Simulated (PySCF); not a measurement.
# WBr4: ligand-field states

Aim: compute the ligand-field states of WBr4.

Computed with PySCF 2.14.0 and routines of our own; the level stands in each step. Atoms count from 0.

### Step 1. The system as given

5 atoms, charge 0, states of the metal's open shell are computed; geometry from: model geometry, bond lengths from ionic radii.

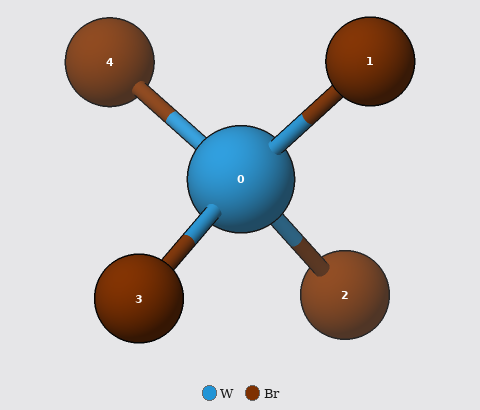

The starting geometry (tungsten blue, bromine brown); sticks join atoms by distance alone.

### Step 2. Ligand-field states: state-averaged CASSCF

The job: settings as JSON, then the geometry in Å.

```
{"job": {"kind": "lf", "basis": {"metal": "x2c-TZVPall", "ligand": "x2c-SVPall"}, "nevpt": true}, "charge": 0, "metal": "W", "open_shell": "d2"}
W      0.000000     0.000000     0.000000
Br     1.385640     1.385640     1.385641
Br    -1.385640    -1.385640     1.385641
Br    -1.385640     1.385640    -1.385641
Br     1.385640    -1.385640    -1.385641
```

With the program's defaults for keys left out, this is: state-averaged CASSCF of the metal d shell, SC-NEVPT2 on the averaged canonical orbitals, state-interaction spin-orbit coupling.

Run with:

```sh
$ OMP_NUM_THREADS=1 python lf_run.py task.json out
```

The driver reads the jobs from task.json and runs them one after another.

The program printed:

```text
basis functions 209, electrons 214, active (2e, 5o)
stage 1: DIIS on the effective Fock matrix, level shift 0.30
cycle   1  E = -26555.3159681718  dE = -2.656e+04  max|g| = 8.483e-01
cycle   2  E = -26553.6167001796  dE =  1.699e+00  max|g| = 1.157e+00
cycle   3  E = -26554.9641047210  dE = -1.347e+00  max|g| = 7.977e-01
cycle   4  E = -26556.2494266452  dE = -1.285e+00  max|g| = 2.261e-01
cycle   5  E = -26556.3342180598  dE = -8.479e-02  max|g| = 7.275e-02
cycle   6  E = -26556.3416999048  dE = -7.482e-03  max|g| = 1.726e-02
cycle   7  E = -26556.3421565264  dE = -4.566e-04  max|g| = 2.953e-02
cycle   8  E = -26556.3433234850  dE = -1.167e-03  max|g| = 1.864e-02
cycle   9  E = -26556.3438002290  dE = -4.767e-04  max|g| = 7.269e-03
cycle  10  E = -26556.3438684124  dE = -6.818e-05  max|g| = 2.886e-03
[... 3 cycles left out ...]
cycle  14  E = -26556.3438853440  dE = -2.518e-07  max|g| = 3.855e-04
cycle  15  E = -26556.3438854620  dE = -1.181e-07  max|g| = 2.287e-04
cycle  16  E = -26556.3438855015  dE = -3.951e-08  max|g| = 1.423e-04
cycle  17  E = -26556.3438855165  dE = -1.499e-08  max|g| = 9.354e-05
cycle  18  E = -26556.3438855225  dE = -5.959e-09  max|g| = 6.103e-05
cycle  19  E = -26556.3438855250  dE = -2.532e-09  max|g| = 3.894e-05
cycle  20  E = -26556.3438855259  dE = -9.022e-10  max|g| = 2.582e-05
cycle  21  E = -26556.3438855263  dE = -3.783e-10  max|g| = 1.796e-05
cycle  22  E = -26556.3438855265  dE = -1.528e-10  max|g| = 1.286e-05
cycle  23  E = -26556.3438855265  dE = -8.004e-11  max|g| = 9.278e-06
converged average energy = -26556.3438855265

 mult deg   label        CASSCF/cm-1   NEVPT2/cm-1
   3   1   3A2                 0.0           0.0
   1   2   1E               8492.2        7030.1
   3   3   3T2              9653.1        9951.2
   1   1   1A1             14885.9       12563.1
   3   3   3T1             14143.9       13401.8
   1   3   1T2             18092.3       16720.2
   1   3   1T1             19207.0       17656.3
   3   3   3T1             22038.9       21035.0
   1   2   1E              26140.6       24614.7
   1   3   1T2             28993.5       26813.5
   1   1   1A1             40315.6       34616.4

spin-orbit levels / cm-1
      0.00  x3  3A2 0.90 3T2 0.08
   5430.59  x2  1E 0.63 3T2 0.23 3T1 0.14
  10678.44  x1  3T2 1.00
  10797.75  x3  3T2 0.78 3T1 0.09 3A2 0.08
  10883.23  x3  3T2 0.94 3T1 0.04
  11589.58  x1  1A1 0.58 3T1 0.37 3T1 0.04
  11923.35  x2  3T2 0.63 1E 0.29 3T1 0.07
  13965.12  x3  3T1 0.87 3T2 0.10
  14578.15  x1  3T1 0.80 3T2 0.08 1E 0.07
  14578.16  x1  3T1 0.80 3T2 0.08 1E 0.07
  15056.41  x3  3T1 0.91 1T1 0.04 3T2 0.03
  16595.76  x1  3T1 0.48 1A1 0.42 3T1 0.08
  17092.51  x3  1T2 0.80 3T1 0.14
  18391.37  x1  1T1 0.84 3T1 0.14
  18391.39  x2  1T1 0.84 3T1 0.14
  21792.52  x1  3T1 0.86 3T1 0.13
  22678.88  x1  3T1 0.82 1T1 0.12 3T1 0.03
  22678.90  x2  3T1 0.82 1T1 0.12 3T1 0.03
  23314.95  x2  3T1 0.90 3T2 0.05 1E 0.04
  23969.34  x3  3T1 0.81 1T2 0.16
  26478.67  x1  1E 0.91 3T1 0.05 3T1 0.03
  26478.70  x1  1E 0.91 3T1 0.05 3T1 0.03
  28517.09  x2  1T2 0.96
  28517.11  x1  1T2 0.96
  36604.11  x1  1A1 0.96
```

Run time: 38 s. Hardware: 1 thread of AMD EPYC 9R14, shared host; peak memory 0.69 GiB.

Warnings kept with the result: strongly covalent, metal-shell active space is small for this complex.

From this job:

```tsv
quantity	value
spin-orbit constant ζ	1843 cm⁻¹
```

Powder susceptibility:

```tsv
T (K)	χT (cm³ K/mol)	μ(eff)
2	0.487	1.97
5	0.487	1.97
10	0.487	1.97
20	0.488	1.98
30	0.489	1.98
50	0.491	1.98
75	0.493	1.99
100	0.495	1.99
150	0.499	2.00
200	0.503	2.00
250	0.507	2.01
300	0.511	2.02
```

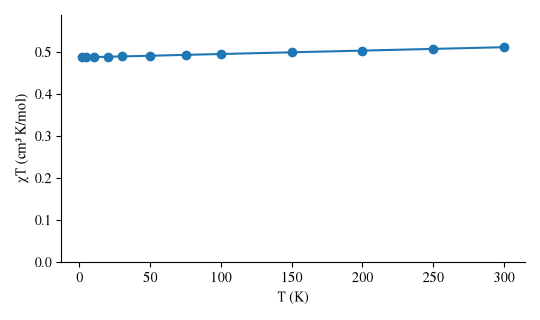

χT against temperature.

### Step 3. Ligand-field states: state-averaged CASSCF (bond length × 0.92)

The job: settings as JSON, then the geometry in Å.

```
{"job": {"kind": "lf", "basis": {"metal": "x2c-TZVPall", "ligand": "x2c-SVPall"}, "nevpt": true, "reuse": true}, "charge": 0, "metal": "W", "open_shell": "d2"}
W      0.000000     0.000000     0.000000
Br     1.274789     1.274789     1.274790
Br    -1.274789    -1.274789     1.274790
Br    -1.274789     1.274789    -1.274790
Br     1.274789    -1.274789    -1.274790
```

Method: state-averaged CASSCF of the metal d shell, SC-NEVPT2 on the averaged canonical orbitals, state-interaction spin-orbit coupling.

The program printed:

```text
basis functions 209, electrons 214, active (2e, 5o)
start from the orbitals of the previous structure
stage 1: DIIS on the effective Fock matrix, level shift 0.30
cycle   1  E = -26547.9291063833  dE = -2.655e+04  max|g| = 6.724e+01
cycle   2  E = -26555.7927663407  dE = -7.864e+00  max|g| = 7.528e-01
cycle   3  E = -26556.0387053660  dE = -2.459e-01  max|g| = 3.474e-01
cycle   4  E = -26556.2466529629  dE = -2.079e-01  max|g| = 8.020e-02
cycle   5  E = -26556.2550314186  dE = -8.378e-03  max|g| = 3.883e-02
cycle   6  E = -26556.2570669478  dE = -2.036e-03  max|g| = 1.634e-02
cycle   7  E = -26556.2575326526  dE = -4.657e-04  max|g| = 8.184e-03
cycle   8  E = -26556.2576052983  dE = -7.265e-05  max|g| = 4.718e-03
cycle   9  E = -26556.2576241401  dE = -1.884e-05  max|g| = 2.603e-03
cycle  10  E = -26556.2576303659  dE = -6.226e-06  max|g| = 1.387e-03
cycle  11  E = -26556.2576321191  dE = -1.753e-06  max|g| = 7.118e-04
cycle  12  E = -26556.2576325884  dE = -4.693e-07  max|g| = 3.556e-04
cycle  13  E = -26556.2576326889  dE = -1.005e-07  max|g| = 1.755e-04
cycle  14  E = -26556.2576327115  dE = -2.253e-08  max|g| = 8.643e-05
cycle  15  E = -26556.2576327169  dE = -5.413e-09  max|g| = 4.197e-05
cycle  16  E = -26556.2576327182  dE = -1.306e-09  max|g| = 2.034e-05
cycle  17  E = -26556.2576327185  dE = -3.238e-10  max|g| = 9.799e-06
converged average energy = -26556.2576327185

 mult deg   label        CASSCF/cm-1   NEVPT2/cm-1
   3   1   3A2                 0.0           0.0
   1   2   1E               7399.1        6094.3
   1   1   1A1             13304.8       11018.1
   3   3   3T2             11332.0       11385.6
   3   3   3T1             15650.4       14295.0
   1   3   1T2             19439.1       17450.7
   1   3   1T1             19517.4       17690.1
   3   3   3T1             25137.8       23584.5
   1   2   1E              28462.0       26178.8
   1   3   1T2             31869.8       28655.0
   1   1   1A1             40947.1       34815.9

spin-orbit levels / cm-1
      0.00  x3  3A2 0.94 3T2 0.05
   5295.74  x2  1E 0.81 3T2 0.11 3T1 0.08
  10535.74  x1  1A1 0.78 3T1 0.21
  11975.88  x2  3T2 0.97
  11975.89  x1  3T2 0.97
  12134.24  x1  3T2 1.00
  12196.11  x2  3T2 0.89 3A2 0.05
  12196.12  x1  3T2 0.89 3A2 0.05
  12440.68  x1  3T2 0.83 1E 0.12 3T1 0.05
  12440.69  x1  3T2 0.83 1E 0.12 3T1 0.05
  14470.95  x2  3T1 0.93
  14470.97  x1  3T1 0.93
  14919.54  x1  3T1 0.89 1E 0.07 1E 0.03
  14919.55  x1  3T1 0.89 1E 0.07 1E 0.03
  15452.77  x2  3T1 0.98
  15452.79  x1  3T1 0.98
  16317.51  x1  3T1 0.72 1A1 0.22 3T1 0.03
  17862.88  x1  1T2 0.88 3T1 0.07
  17862.89  x2  1T2 0.88 3T1 0.07
  18232.16  x1  1T1 0.95 3T1 0.05
  18232.18  x2  1T1 0.95 3T1 0.05
  23926.92  x1  3T1 0.95 3T1 0.05
  24558.73  x1  3T1 0.93 1T1 0.04
  24558.75  x2  3T1 0.93 1T1 0.04
  25289.06  x1  3T1 0.88 1E 0.08 3T2 0.04
  25289.07  x1  3T1 0.88 1E 0.08 3T2 0.04
  25716.56  x1  3T1 0.90 1T2 0.08
  25716.57  x2  3T1 0.90 1T2 0.08
  27606.10  x1  1E 0.89 3T1 0.07 3T1 0.04
  27606.13  x1  1E 0.89 3T1 0.07 3T1 0.04
```

It took 29 s on 1 thread of AMD EPYC 9R14, shared host; peak memory 0.69 GiB.

Warnings kept with the result: strongly covalent, metal-shell active space is small for this complex.

From this job:

```tsv
quantity	value
spin-orbit constant ζ	1524 cm⁻¹
```

Powder susceptibility:

```tsv
T (K)	χT (cm³ K/mol)	μ(eff)
2	0.647	2.27
20	0.648	2.28
100	0.652	2.28
300	0.662	2.30
```

### Step 4. Ligand-field states: state-averaged CASSCF (bond length × 0.96)

The job: settings as JSON, then the geometry in Å.

```
{"job": {"kind": "lf", "basis": {"metal": "x2c-TZVPall", "ligand": "x2c-SVPall"}, "nevpt": true, "reuse": true}, "charge": 0, "metal": "W", "open_shell": "d2"}
W      0.000000     0.000000     0.000000
Br     1.330215     1.330215     1.330215
Br    -1.330215    -1.330215     1.330215
Br    -1.330215     1.330215    -1.330215
Br     1.330215    -1.330215    -1.330215
```

With the program's defaults for keys left out, this is: state-averaged CASSCF of the metal d shell, SC-NEVPT2 on the averaged canonical orbitals, state-interaction spin-orbit coupling.

The program printed:

```text
basis functions 209, electrons 214, active (2e, 5o)
start from the orbitals of the previous structure
stage 1: DIIS on the effective Fock matrix, level shift 0.30
cycle   1  E = -26553.2666113357  dE = -2.655e+04  max|g| = 4.238e+01
cycle   2  E = -26556.2382612497  dE = -2.972e+00  max|g| = 3.363e-01
cycle   3  E = -26556.3122455709  dE = -7.398e-02  max|g| = 7.181e-02
cycle   4  E = -26556.3185907441  dE = -6.345e-03  max|g| = 1.995e-02
cycle   5  E = -26556.3194017197  dE = -8.110e-04  max|g| = 1.240e-02
cycle   6  E = -26556.3195751372  dE = -1.734e-04  max|g| = 7.523e-03
cycle   7  E = -26556.3196249492  dE = -4.981e-05  max|g| = 4.753e-03
cycle   8  E = -26556.3196451204  dE = -2.017e-05  max|g| = 2.670e-03
cycle   9  E = -26556.3196504650  dE = -5.345e-06  max|g| = 1.383e-03
cycle  10  E = -26556.3196517421  dE = -1.277e-06  max|g| = 7.395e-04
cycle  11  E = -26556.3196521261  dE = -3.839e-07  max|g| = 3.851e-04
cycle  12  E = -26556.3196522174  dE = -9.133e-08  max|g| = 1.938e-04
cycle  13  E = -26556.3196522382  dE = -2.086e-08  max|g| = 9.693e-05
cycle  14  E = -26556.3196522437  dE = -5.482e-09  max|g| = 4.744e-05
cycle  15  E = -26556.3196522453  dE = -1.593e-09  max|g| = 2.306e-05
cycle  16  E = -26556.3196522458  dE = -4.584e-10  max|g| = 1.164e-05
cycle  17  E = -26556.3196522459  dE = -1.273e-10  max|g| = 6.647e-06
converged average energy = -26556.3196522459

 mult deg   label        CASSCF/cm-1   NEVPT2/cm-1
   3   1   3A2                 0.0           0.0
   1   2   1E               7986.4        6589.1
   3   3   3T2             10485.7       10618.6
   1   1   1A1             14184.9       11843.0
   3   3   3T1             14933.9       13827.8
   1   3   1T2             18751.1       17067.6
   1   3   1T1             19391.8       17667.4
   3   3   3T1             23495.4       22222.9
   1   2   1E              27263.8       25337.4
   1   3   1T2             30408.6       27685.7
   1   1   1A1             40650.2       34702.7

spin-orbit levels / cm-1
      0.00  x3  3A2 0.92 3T2 0.06
   5424.38  x2  1E 0.72 3T2 0.17 3T1 0.11
  11125.62  x1  1A1 0.68 3T1 0.29
  11343.64  x1  3T2 1.00
  11394.50  x3  3T2 0.96
  11448.52  x3  3T2 0.83 3A2 0.07 3T1 0.06
  12120.12  x2  3T2 0.74 1E 0.20 3T1 0.06
  14204.19  x3  3T1 0.90 3T2 0.06
  14719.72  x2  3T1 0.85 1E 0.07 3T2 0.04
  15218.42  x3  3T1 0.95
  16394.33  x1  3T1 0.61 1A1 0.32 3T1 0.05
  17463.24  x3  1T2 0.85 3T1 0.11
  18311.33  x3  1T1 0.91 3T1 0.08
  22827.18  x1  3T1 0.92 3T1 0.08
  23544.83  x3  3T1 0.89 1T1 0.07
  24221.04  x2  3T1 0.90 3T2 0.05 1E 0.05
  24739.21  x3  3T1 0.86 1T2 0.12
  26968.04  x2  1E 0.91 3T1 0.04 3T1 0.04
  29149.87  x3  1T2 0.97
  36381.67  x1  1A1 0.97
```

Run time: 29 s. Hardware: 1 thread of AMD EPYC 9R14, shared host; peak memory 0.68 GiB.

Warnings kept with the result: strongly covalent, metal-shell active space is small for this complex.

Key values:

```tsv
quantity	value
spin-orbit constant ζ	1697 cm⁻¹
```

Powder susceptibility:

```tsv
T (K)	χT (cm³ K/mol)	μ(eff)
2	0.564	2.12
20	0.565	2.13
100	0.570	2.14
300	0.584	2.16
```

### Step 5. Ligand-field states: state-averaged CASSCF (bond length × 1.04)

The job: settings as JSON, then the geometry in Å.

```
{"job": {"kind": "lf", "basis": {"metal": "x2c-TZVPall", "ligand": "x2c-SVPall"}, "nevpt": true, "reuse": true}, "charge": 0, "metal": "W", "open_shell": "d2"}
W      0.000000     0.000000     0.000000
Br     1.441066     1.441066     1.441067
Br    -1.441066    -1.441066     1.441067
Br    -1.441066     1.441066    -1.441067
Br     1.441066    -1.441066    -1.441067
```

Level: state-averaged CASSCF of the metal d shell, SC-NEVPT2 on the averaged canonical orbitals, state-interaction spin-orbit coupling.

The program printed:

```text
basis functions 209, electrons 214, active (2e, 5o)
start from the orbitals of the previous structure
stage 1: DIIS on the effective Fock matrix, level shift 0.30
cycle   1  E = -26551.0021555461  dE = -2.655e+04  max|g| = 5.722e+01
cycle   2  E = -26556.1741681807  dE = -5.172e+00  max|g| = 3.983e-01
cycle   3  E = -26556.3231235092  dE = -1.490e-01  max|g| = 1.146e-01
cycle   4  E = -26556.3373772941  dE = -1.425e-02  max|g| = 5.204e-02
cycle   5  E = -26556.3400966150  dE = -2.719e-03  max|g| = 2.433e-02
cycle   6  E = -26556.3412234382  dE = -1.127e-03  max|g| = 1.788e-02
cycle   7  E = -26556.3415271190  dE = -3.037e-04  max|g| = 1.288e-02
cycle   8  E = -26556.3416224817  dE = -9.536e-05  max|g| = 7.519e-03
cycle   9  E = -26556.3416550428  dE = -3.256e-05  max|g| = 3.999e-03
cycle  10  E = -26556.3416643762  dE = -9.333e-06  max|g| = 2.081e-03
cycle  11  E = -26556.3416668858  dE = -2.510e-06  max|g| = 1.050e-03
cycle  12  E = -26556.3416676026  dE = -7.168e-07  max|g| = 5.287e-04
cycle  13  E = -26556.3416677788  dE = -1.762e-07  max|g| = 2.484e-04
cycle  14  E = -26556.3416678455  dE = -6.666e-08  max|g| = 1.613e-04
cycle  15  E = -26556.3416678683  dE = -2.285e-08  max|g| = 1.192e-04
cycle  16  E = -26556.3416678793  dE = -1.097e-08  max|g| = 8.215e-05
cycle  17  E = -26556.3416678833  dE = -3.973e-09  max|g| = 5.912e-05
cycle  18  E = -26556.3416678850  dE = -1.706e-09  max|g| = 4.761e-05
cycle  19  E = -26556.3416678859  dE = -9.240e-10  max|g| = 3.900e-05
cycle  20  E = -26556.3416678865  dE = -6.366e-10  max|g| = 3.028e-05
cycle  21  E = -26556.3416678868  dE = -3.274e-10  max|g| = 2.515e-05
cycle  22  E = -26556.3416678871  dE = -2.219e-10  max|g| = 2.087e-05
cycle  23  E = -26556.3416678872  dE = -1.310e-10  max|g| = 1.745e-05
cycle  24  E = -26556.3416678873  dE = -1.091e-10  max|g| = 1.421e-05
cycle  25  E = -26556.3416678874  dE = -5.457e-11  max|g| = 1.191e-05
cycle  26  E = -26556.3416678874  dE = -4.366e-11  max|g| = 9.961e-06
converged average energy = -26556.3416678874

 mult deg   label        CASSCF/cm-1   NEVPT2/cm-1
   3   1   3A2                 0.0           0.0
   1   2   1E               8921.6        7419.6
   3   3   3T2              8860.7        9378.5
   3   3   3T1             13312.5       13010.7
   1   1   1A1             15429.3       13187.4
   1   3   1T2             17465.7       16405.8
   1   3   1T1             18970.4       17642.2
   3   3   3T1             20770.3       20012.5
   1   2   1E              25080.9       23971.4
   1   3   1T2             27657.3       26020.8
   1   1   1A1             39940.0       34505.9

spin-orbit levels / cm-1
      0.00  x3  3A2 0.89 3T2 0.09
   5349.89  x2  1E 0.54 3T2 0.28 3T1 0.17
  10128.79  x1  3T2 1.00
  10247.14  x3  3T2 0.73 3T1 0.12 3A2 0.10
  10446.93  x3  3T2 0.93 3T1 0.06
  11836.07  x2  3T2 0.54 1E 0.37 3T1 0.08
  11956.48  x1  1A1 0.49 3T1 0.43 3T1 0.06
  13743.11  x3  3T1 0.83 3T2 0.13
  14460.91  x2  3T1 0.76 3T2 0.12 1E 0.06
  14939.32  x3  3T1 0.88 1T1 0.05 3T2 0.04
  16751.24  x3  1T2 0.76 3T1 0.18 3T1 0.03
  16843.61  x1  1A1 0.50 3T1 0.35 3T1 0.12
  18421.56  x1  1T1 0.75 3T1 0.24
  18421.58  x2  1T1 0.75 3T1 0.24
  20866.42  x1  3T1 0.79 3T1 0.20
  21972.41  x1  3T1 0.72 1T1 0.20 3T1 0.05
  21972.42  x2  3T1 0.72 1T1 0.20 3T1 0.05
  22564.23  x2  3T1 0.89 3T2 0.06 1E 0.04
  23373.28  x3  3T1 0.76 1T2 0.20
  26068.23  x1  1E 0.91 3T1 0.06 3T1 0.03
  26068.25  x1  1E 0.91 3T1 0.06 3T1 0.03
  27950.41  x2  1T2 0.95
  27950.43  x1  1T2 0.95
  36786.46  x1  1A1 0.95 3T1 0.03
```

Wall time 36 s (1 thread of AMD EPYC 9R14, shared host); peak memory 0.69 GiB.

Warnings kept with the result: strongly covalent, metal-shell active space is small for this complex.

Key values:

```tsv
quantity	value
spin-orbit constant ζ	1962 cm⁻¹
```

Powder susceptibility:

```tsv
T (K)	χT (cm³ K/mol)	μ(eff)
2	0.418	1.83
20	0.420	1.83
100	0.428	1.85
300	0.447	1.89
```

### Step 6. Ligand-field states: state-averaged CASSCF (bond length × 1.08)

The job: settings as JSON, then the geometry in Å.

```
{"job": {"kind": "lf", "basis": {"metal": "x2c-TZVPall", "ligand": "x2c-SVPall"}, "nevpt": true, "reuse": true}, "charge": 0, "metal": "W", "open_shell": "d2"}
W      0.000000     0.000000     0.000000
Br     1.496492     1.496492     1.496492
Br    -1.496492    -1.496492     1.496492
Br    -1.496492     1.496492    -1.496492
Br     1.496492    -1.496492    -1.496492
```

With the program's defaults for keys left out, this is: state-averaged CASSCF of the metal d shell, SC-NEVPT2 on the averaged canonical orbitals, state-interaction spin-orbit coupling.

The program printed:

```text
basis functions 209, electrons 214, active (2e, 5o)
start from the orbitals of the previous structure
stage 1: DIIS on the effective Fock matrix, level shift 0.30
cycle   1  E = -26555.5124374800  dE = -2.656e+04  max|g| = 2.227e+01
cycle   2  E = -26556.2928632445  dE = -7.804e-01  max|g| = 1.708e-01
cycle   3  E = -26556.3160582218  dE = -2.319e-02  max|g| = 4.817e-02
cycle   4  E = -26556.3161609404  dE = -1.027e-04  max|g| = 5.572e-02
cycle   5  E = -26556.3191866525  dE = -3.026e-03  max|g| = 3.610e-02
cycle   6  E = -26556.3209527960  dE = -1.766e-03  max|g| = 1.413e-02
cycle   7  E = -26556.3211427737  dE = -1.900e-04  max|g| = 6.864e-03
cycle   8  E = -26556.3211713548  dE = -2.858e-05  max|g| = 4.459e-03
cycle   9  E = -26556.3211796222  dE = -8.267e-06  max|g| = 2.927e-03
cycle  10  E = -26556.3211843818  dE = -4.760e-06  max|g| = 1.915e-03
...
cycle  33  E = -26556.3211900068  dE = -1.139e-09  max|g| = 4.622e-05
cycle  34  E = -26556.3211900075  dE = -6.585e-10  max|g| = 3.817e-05
cycle  35  E = -26556.3211900078  dE = -3.747e-10  max|g| = 3.231e-05
cycle  36  E = -26556.3211900081  dE = -2.219e-10  max|g| = 2.867e-05
cycle  37  E = -26556.3211900082  dE = -1.346e-10  max|g| = 2.590e-05
cycle  38  E = -26556.3211900083  dE = -1.164e-10  max|g| = 2.361e-05
cycle  39  E = -26556.3211900084  dE = -9.823e-11  max|g| = 2.094e-05
cycle  40  E = -26556.3211900085  dE = -7.640e-11  max|g| = 1.883e-05
stage 2: quasi-Newton rotations from the point of smallest gradient
cycle  42  E = -26556.3211900084  dE =  1.201e-10  max|g| = 1.777e-05
cycle  43  E = -26556.3211900088  dE = -4.293e-10  max|g| = 1.408e-06
converged average energy = -26556.3211900088

 mult deg   label        CASSCF/cm-1   NEVPT2/cm-1
   3   1   3A2                 0.0           0.0
   1   2   1E               9285.4        7762.8
   3   3   3T2              8136.3        8909.8
   3   3   3T1             12489.3       12668.7
   1   1   1A1             15848.0       13727.6
   1   3   1T2             16885.3       16138.4
   1   3   1T1             18705.2       17633.6
   3   3   3T1             19692.8       19170.8
   1   2   1E              24101.1       23411.5
   1   3   1T2             26441.5       25327.5
   1   1   1A1             39548.3       34372.7

spin-orbit levels / cm-1
      0.00  x3  3A2 0.87 3T2 0.11
   5229.91  x2  1E 0.47 3T2 0.32 3T1 0.20
   9695.07  x1  3T2 1.00
   9805.25  x3  3T2 0.68 3T1 0.15 3A2 0.11
  10097.20  x3  3T2 0.92 3T1 0.07
  11835.75  x2  3T2 0.46 1E 0.44 3T1 0.09
  12251.92  x1  3T1 0.47 1A1 0.41 3T1 0.10
  13549.19  x3  3T1 0.80 3T2 0.16
  14364.74  x2  3T1 0.72 3T2 0.16 1E 0.06
  14859.18  x3  3T1 0.85 1T1 0.07 3T2 0.05
  16458.85  x3  1T2 0.71 3T1 0.21 3T1 0.04
  17070.59  x1  1A1 0.56 3T1 0.22 3T1 0.19
  18383.05  x3  1T1 0.62 3T1 0.36
  20122.04  x1  3T1 0.68 3T1 0.29
  21460.98  x3  3T1 0.60 1T1 0.31 3T1 0.07
  21974.58  x2  3T1 0.88 3T2 0.06 1E 0.04
  22933.75  x3  3T1 0.72 1T2 0.24
  25721.28  x2  1E 0.90 3T1 0.06 3T1 0.04
  27456.13  x3  1T2 0.94
  36912.69  x1  1A1 0.95 3T1 0.04
```

It took 51 s on 1 thread of AMD EPYC 9R14, shared host; peak memory 0.69 GiB.

Warnings kept with the result: strongly covalent, metal-shell active space is small for this complex.

Key values:

```tsv
quantity	value
spin-orbit constant ζ	2055 cm⁻¹
```

Powder susceptibility:

```tsv
T (K)	χT (cm³ K/mol)	μ(eff)
2	0.361	1.70
20	0.363	1.70
100	0.372	1.72
300	0.393	1.77
```

### Step 7. The runs side by side

From the NEVPT2 states (cm⁻¹; the spread is that of the fitted one-electron ligand-field levels):

```tsv
step	setting	ground state	next state	orbital spread	Racah B	ζ	μ(eff), 300 K
2	as given	3A2	1E at 7030	9158	426	1843	2.02
3	bond length × 0.92	3A2	1E at 6094	10924	335	1524	2.30
4	bond length × 0.96	3A2	1E at 6589	10011	383	1697	2.16
5	bond length × 1.04	3A2	1E at 7420	8390	459	1962	1.89
6	bond length × 1.08	3A2	1E at 7763	7739	483	2055	1.77
```

### Step 8. Results

```
                                                         quantity       value
            spin-orbit constant ζ (step 2, state-averaged CASSCF)   1843 cm⁻¹
ground multiplicity, μ(eff) at 300 K (step 2, 4 donors at 2.40 Å)  3, 2.02 μB
ground multiplicity, μ(eff) at 300 K (step 3, 4 donors at 2.21 Å)  3, 2.30 μB
ground multiplicity, μ(eff) at 300 K (step 4, 4 donors at 2.30 Å)  3, 2.16 μB
ground multiplicity, μ(eff) at 300 K (step 5, 4 donors at 2.50 Å)  3, 1.89 μB
ground multiplicity, μ(eff) at 300 K (step 6, 4 donors at 2.59 Å)  3, 1.77 μB
```

In step 2 ζ is 58 % of the free ion's 3160 cm⁻¹: an effective value, diluted by mixing with the ligands. In step 2, χT goes from 0.49 at 2 K to 0.51 cm³ K/mol at 300 K: nearly flat, so one level governs the whole range. The spread of the ligand-field levels runs from 7739 cm⁻¹ (bond length × 1.08) to 10924 cm⁻¹ (bond length × 0.92); μ(eff) at 300 K: 1.77 to 2.30 μB. The bonding is strongly covalent, and an active space of the metal's shell alone is small for it, so these values are rough.
